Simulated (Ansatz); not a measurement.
# CdS (F-43m): cell relaxations under several functionals

The task is cell relaxations under several functionals, for CdS (F-43m).

All numbers are computed with Ansatz 0.2.0, driven from Python. The levels of theory stand in the script.

## 1. The system

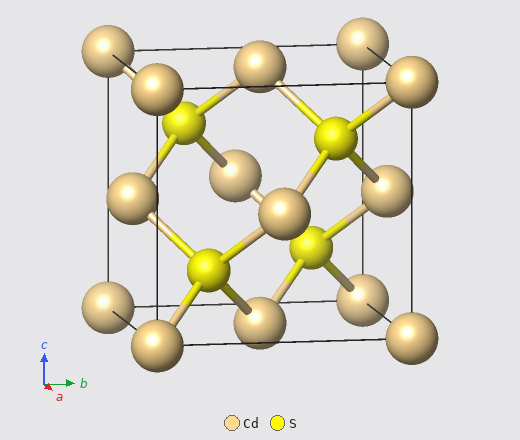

The starting structure, viewed slightly off an axis; cadmium orange, sulfur yellow. The cell is the conventional one. Atoms on cell faces are repeated.

No structure file is read: the coordinates are typed or built in the script.

## 2. Script

Input file cds_lattice.py:

```python
import ansatz as az
from ase import Atoms
import numpy as np

TOLERANCE = 1e-06
EXTRA_BANDS = 2
FILLING = "Fixed"
FMAX = 0.01

def edges_and_angles(cell):
    cell = np.asarray(cell)
    a, b, c = np.linalg.norm(cell, axis=1)
    cosines = cell[1] @ cell[2] / (b * c), cell[0] @ cell[2] / (a * c), cell[0] @ cell[1] / (a * b)
    return (a, b, c, *np.degrees(np.arccos(cosines)))


def main() -> None:
    atoms = Atoms(
        ["Cd", "S"],
        scaled_positions=[
            [0.0, 0.0, 0.0],
            [0.25, 0.25, 0.25],
        ],
        cell=[
            [0.0, 2.9165, 2.9165],
            [2.9165, 0.0, 2.9165],
            [2.9165, 2.9165, 0.0],
        ],
        pbc=True,
    )
    structure = az.Crystal.from_ase(atoms)

    model = structure.calculation()
    model = model.kpoints(6, shift=0.5)
    model = model.scf(tolerance=TOLERANCE, extra_bands=EXTRA_BANDS).occupations(FILLING)
    model = model.accuracy("low")
    model = model.relax(cell=True, force_tolerance=FMAX, max_steps=40)

    levels = [("rpbe", "none"), ("pbe", "d4"), ("lda", "none"), ("pbe", "d3bj")]
    print("level            a       b       c    alpha   beta  gamma  V/atom  steps")
    for name, dispersion in levels:
        seen = []
        run = model.functional(name, dispersion=dispersion).session().plan()
        outcome = run.execute(on_event=lambda e: seen.append(e) if e["event"] == "relax_step" else None)
        cell = outcome.lattice.cell_ang
        label = name if dispersion == "none" else f"{name}+{dispersion}"
        print("{:13s} {:7.4f} {:7.4f} {:7.4f} {:6.2f} {:6.2f} {:6.2f}".format(label, *edges_and_angles(cell)), f"{abs(np.linalg.det(cell)) / len(outcome.lattice.sites):7.3f} {len(seen):5d}")


if __name__ == "__main__":
    main()
```

## 3. The calls as engine input

The package turns the script's settings into the engine's input (first run):

```yaml
crystal:
  lattice:
    - [0.0, 2.9165, 2.9165]
    - [2.9165, 0.0, 2.9165]
    - [2.9165, 2.9165, 0.0]
  atoms:
    - { symbol: Cd, position: [0.0, 0.0, 0.0] }
    - { symbol: S, position: [0.25, 0.25, 0.25] }
accuracy: low
kpoints:
  mp_grid:
    grid: [6, 6, 6]
    shift: [0.5, 0.5, 0.5]
hamiltonian:
  xc: rpbe
  dispersion: none
scf:
  n_extra_bands: 2
  convergence:
    dr2_threshold: 1.0e-06
  occupations:
    method: fixed
relax:
  f_tol: 0.01
  max_steps: 40
  cell: {}
```

## 4. Running it

The run is started by

```console
> python cds_lattice.py
```

Output:

```text
level            a       b       c    alpha   beta  gamma  V/atom  steps
DeckWarning: basis.ecutwfc = 420 eV, auto-derived from the records' recommended cutoffs: set by Cd (normal level)
DeckWarning: crystal.symmetry: narrowed to the stabiliser of the k-point mesh — unitary ops 24 → 6; excluded 18 operations that carry a point of the 6×6×6 mesh (shift [0.5, 0.5, 0.5]) off the mesh (the run samples exactly the mesh kpoints.mp_grid names, as [...]
DeckWarning: scf.convergence.dr2_threshold = 1e-6 eV is looser than this run's default, which is 1e-7 eV or tighter. The error in the forces grows as the threshold's square root, so leave the key out unless less accurate forces are enough
DeckWarning: relax.cell: scf.convergence.dr2_threshold = 1e-6 eV is looser than the 2e-10 eV advised for a relaxation that steers and ends on the stress (1e-10 eV for each atom of the cell: 2). What an SCF threshold leaves in a stress goes as its square root, [...]
rpbe           4.2477  4.2477  4.2477  60.02  60.02  60.02  27.106     5
pbe+d4         4.1376  4.1376  4.1376  60.02  60.02  60.02  25.053     3
lda            4.0698  4.0698  4.0698  60.02  60.02  60.02  23.845     3
pbe+d3bj       4.1376  4.1376  4.1376  60.02  60.02  60.02  25.052     3
```

(Warnings from the package without file and line, shortened.)

Wall time 22 s (1 thread of Arm Neoverse V1, shared host); peak memory 0.37 GiB.

Lines on the test bed's own set-up are left out of the output.

## 5. What each run gave

From the records of these 4 runs:

```csv
run,functional,dispersion,energy (eV/atom),final volume (Å³/atom),pressure (GPa),gap on the mesh (eV),SCF cycles in all,CPU time (s)
1,rpbe,none,-4584.8004,27.11,-0.01,1.63,19,7.7
2,pbe,d4,-4579.2185,25.05,0.02,1.66,12,4.6
3,lda,none,-4494.3226,23.84,0.00,1.54,13,4.3
4,pbe,d3bj,-4579.2113,25.05,0.02,1.66,12,4.3
```

Totals under unlike functionals or potentials can't be compared directly.

## 6. How the relaxation of run 1 went

Step by step:

| step | energy from step 1 (eV/cell) | largest force component (eV/Å) | pressure (GPa) | volume (Å³) |
| --- | --- | --- | --- | --- |
| 1 | 0.0000 | 0.0011 | 5.09 | 49.62 |
| 2 | -0.0657 | 0.0004 | 0.39 | 53.77 |
| 3 | -0.0661 | 0.0002 | 0.06 | 54.15 |
| 4 | -0.0661 | 0.0001 | 0.00 | 54.21 |
| 5 | -0.0671 | 0.0001 | -0.01 | 54.21 |

Step 1 is the start. Step 5 repeats the geometry before it on a plane-wave basis chosen anew for that cell, so its energy need not be comparable with the rows above.

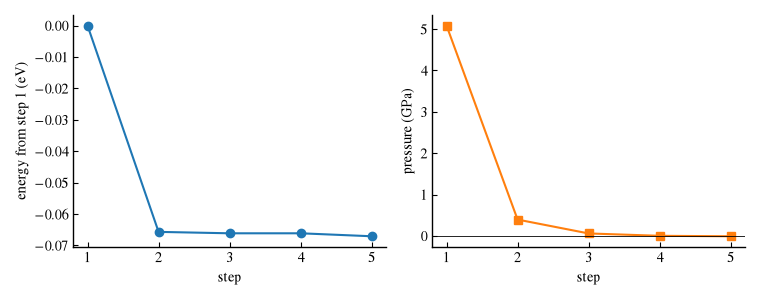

Energy and pressure along the relaxation.

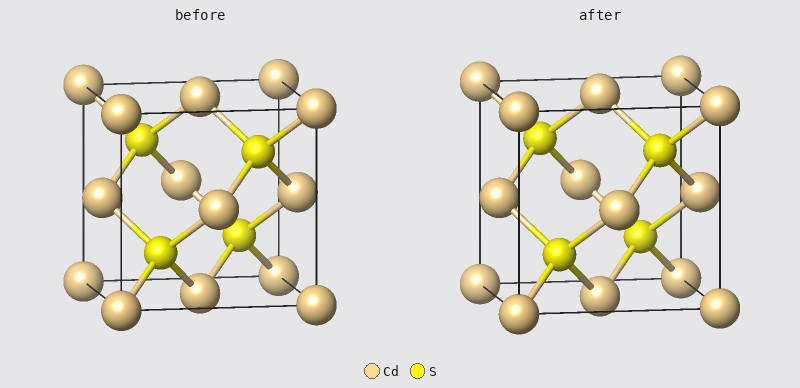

Before and after, at one scale.

Lengths and angles in the start's conventional setting:

|  | before | after | change |
| --- | --- | --- | --- |
| a (Å) | 5.833 | 6.008 | +3.0 % |
| b (Å) | 5.833 | 6.008 | +3.0 % |
| c (Å) | 5.833 | 6.008 | +3.0 % |
| α (°) | 90.00 | 89.99 | 0.0 % |
| β (°) | 90.00 | 90.01 | 0.0 % |
| γ (°) | 90.00 | 89.99 | 0.0 % |
| volume (Å³/atom) | 24.81 | 27.11 | +9.3 % |
| shortest distance (Å) | 2.526 | 2.601 | +3.0 % |
| space group (0.01 Å) | F-43m | F-43m | same |

## 7. Path of the relaxation of run 4

Step by step:

```
step  energy from step 1 (eV/cell)  largest force component (eV/Å)  pressure (GPa)  volume (Å³)
   1                        0.0000                          0.0011            0.61        49.62
   2                       -0.0009                          0.0001            0.02        50.10
   3                       -0.0010                          0.0001            0.02        50.10
```

Step 1 is the start. Step 3 repeats the geometry before it on a plane-wave basis chosen anew for that cell, so its energy need not be comparable with the rows above.

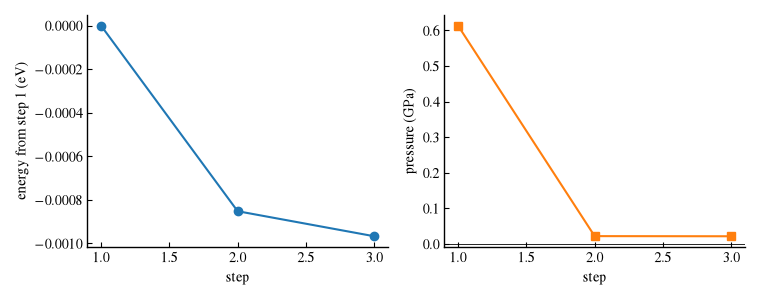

Energy and pressure along the relaxation.

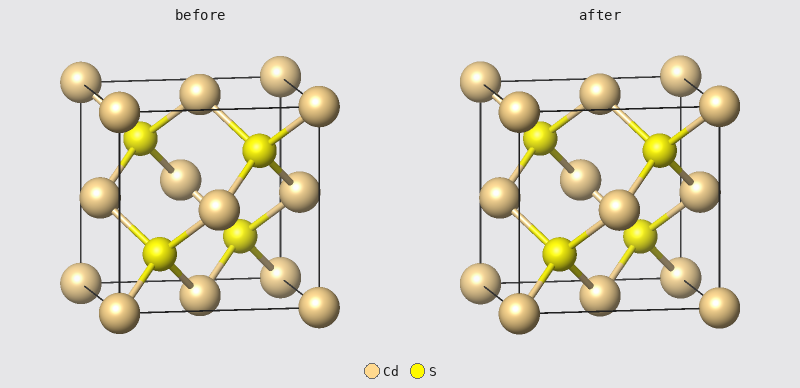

The structure before (left) and after (right) the relaxation, drawn at the same scale. The change is too small to see at this scale.

Lengths and angles in the start's conventional setting:

|  | before | after | change |
| --- | --- | --- | --- |
| a (Å) | 5.833 | 5.852 | +0.3 % |
| b (Å) | 5.833 | 5.852 | +0.3 % |
| c (Å) | 5.833 | 5.852 | +0.3 % |
| α (°) | 90.00 | 89.99 | 0.0 % |
| β (°) | 90.00 | 90.01 | 0.0 % |
| γ (°) | 90.00 | 89.99 | 0.0 % |
| volume (Å³/atom) | 24.81 | 25.05 | +1.0 % |
| shortest distance (Å) | 2.526 | 2.534 | +0.3 % |
| space group (0.01 Å) | F-43m | F-43m | same |

## 8. Outcome

| quantity | value |
| --- | --- |
| runs compared | 4 |
| relaxed volume | 23.84 (lda) to 27.11 Å³/atom (rpbe) |
| gap on the mesh | 1.54 (run 3) to 1.66 eV (run 4) |

In words: From smallest to largest: LDA (23.84 Å³ an atom, -3.9 % against the start), PBE+D3BJ (25.05 Å³ an atom, +1.0 % against the start), PBE+D4 (25.05 Å³ an atom, +1.0 % against the start) and RPBE (27.11 Å³ an atom, +9.3 % against the start). The spread is 13.7 % in volume. In run 1, the volume grew by 9.3 % over 3 moves, and the space group stayed F-43m. In run 4, over 1 move the cell grew by 1.0 % in volume, and the space group stayed F-43m. Edges and angles that the script prints are those of the cell as typed, here a primitive one.
